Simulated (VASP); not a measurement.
Band structure of ZnCu2GeS4 (space group I-4). Calculation: PBE GGA, VASP's PBE PAW potentials (set 64) (plane waves; VASP).

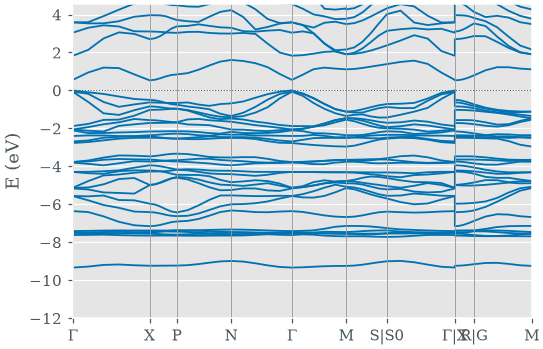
*Bands along high-symmetry lines, zero at the valence-band maximum or, without a gap, the Fermi level*

Task: Read the plot: is there a gap, and where are the band edges?

Result: The gap is indirect, 0.53 eV, from the valence maximum at Γ to the conduction minimum at X.

The structure was generated: ZnCu2GeS4 was put into an ordered model structure, which need not be its known phase. The cell was not relaxed at this level.
